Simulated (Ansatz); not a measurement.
**C₂H₁₀InNO: basis-set convergence**

How large a basis does C₂H₁₀InNO need? Two functionals are run in growing sets.

Program: Ansatz 0.2.0, Gaussian basis. Level of theory: one geometry, several basis sets. These are calculated values, not measurements.

The runs, in order: PBE0-D4/def2-SVP; ωB97M-V/def2-SVP; PBE0-D4/def2-QZVPP; ωB97M-V/def2-QZVPP; the functionals' def2-TZVPP values are taken from earlier runs.

### 1 The geometry

The geometry comes from an earlier relaxation with PBE0-D4 in a triple-zeta def2 set; it is a stationary point, not always the lowest conformer. In takes the def2 core potential; no spin-orbit term is included.

SMILES `[CH3][In-]([CH3])([NH3+])[OH]`, 15 atoms, charge 0, spin multiplicity 1.

Atoms are counted from 1 here; the program's logs count them from 0.

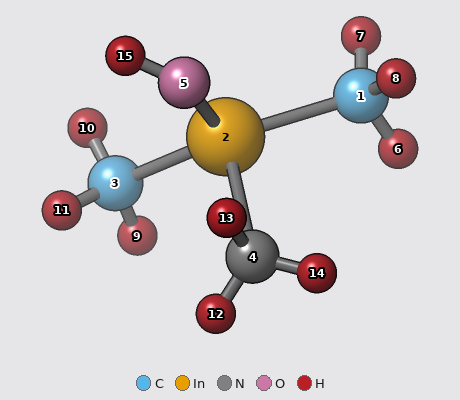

The structure; carbon blue, indium amber, nitrogen grey, oxygen pink, hydrogen red; atoms are numbered from 1 in the order of the file.

As a file:

```mol
C2H10InNO
  3D, bonds by distance, orders not assigned

 15 14  0  0  0  0  0  0  0  0999 V2000
   -2.2031    0.5708   -0.0284 C   0  0
   -0.0562    0.4432    0.0419 In  0  0
    1.3767    0.6939    1.6360 C   0  0
    0.2943   -1.7766   -0.7309 N   0  0
    0.7546    0.7470   -1.8243 O   0  0
   -2.6672   -0.1290    0.6694 H   0  0
   -2.5391    1.5768    0.2287 H   0  0
   -2.5452    0.3453   -1.0399 H   0  0
    1.0808    0.1319    2.5240 H   0  0
    1.4592    1.7459    1.9161 H   0  0
    2.3609    0.3487    1.3137 H   0  0
    0.9790   -2.3587   -0.2656 H   0  0
    0.7008   -1.4004   -1.5895 H   0  0
   -0.5115   -2.3441   -0.9615 H   0  0
    1.4942    1.3544   -1.8606 H   0  0
  1  2  8  0
  2  3  8  0
  2  4  8  0
  2  5  8  0
  1  6  8  0
  1  7  8  0
  1  8  8  0
  3  9  8  0
  3 10  8  0
  3 11  8  0
  4 12  8  0
  4 13  8  0
  4 14  8  0
  5 15  8  0
M  END
```

### 2 PBE0-D4 in def2-SVP

in.yaml reads:

```yaml
crystal:
  periodic: [false, false, false]
  atoms:
    - {symbol: C, position_ang: [-2.203122, 0.570776, -0.028364]}
    - {symbol: In, position_ang: [-0.056155, 0.443221, 0.041902]}
    - {symbol: C, position_ang: [1.376687, 0.693880, 1.636037]}
    - {symbol: N, position_ang: [0.294308, -1.776565, -0.730916]}
    - {symbol: O, position_ang: [0.754638, 0.747043, -1.824256]}
    - {symbol: H, position_ang: [-2.667187, -0.129043, 0.669386]}
    - {symbol: H, position_ang: [-2.539126, 1.576824, 0.228665]}
    - {symbol: H, position_ang: [-2.545245, 0.345332, -1.039896]}
    - {symbol: H, position_ang: [1.080800, 0.131910, 2.524004]}
    - {symbol: H, position_ang: [1.459186, 1.745895, 1.916053]}
    - {symbol: H, position_ang: [2.360941, 0.348702, 1.313736]}
    - {symbol: H, position_ang: [0.979039, -2.358699, -0.265558]}
    - {symbol: H, position_ang: [0.700754, -1.400381, -1.589479]}
    - {symbol: H, position_ang: [-0.511533, -2.344054, -0.961462]}
    - {symbol: H, position_ang: [1.494216, 1.354360, -1.860552]}
basis:
  gaussian: {orbitals: def2-SVP}
hamiltonian: {xc: pbe0, dispersion: d4}
output: {orbitals: {seedname: orbitals}}
```

The run is started by

```bash
ansatz run in.yaml --threads 4 --pin off --events-out ev --progress --plain --max-ram 11315MiB
```

The runs that follow: ωB97M-V in def2-SVP; PBE0-D4 in def2-QZVPP; ωB97M-V in def2-QZVPP.

**Question.** What will the summary of the whole plan be? Wanted: PBE0-D4: double and triple zeta above quadruple; ωB97M-V: double and triple zeta above quadruple.

**Answer**, as computed:

| quantity | value |
| --- | --- |
| PBE0-D4: double and triple zeta above quadruple | 7.67, 0.40 eV |
| ωB97M-V: double and triple zeta above quadruple | 7.98, 0.40 eV |

What this shows: For PBE0-D4 the step from double to triple zeta gains 7.27 eV and the next only 0.40 eV. Total energies overstate the basis error of differences, where much of it tends to cancel. The LUMO of ωB97M-V is positive and keeps falling with the basis (2.24 to 0.78 eV): an unbound level that the basis holds in place.
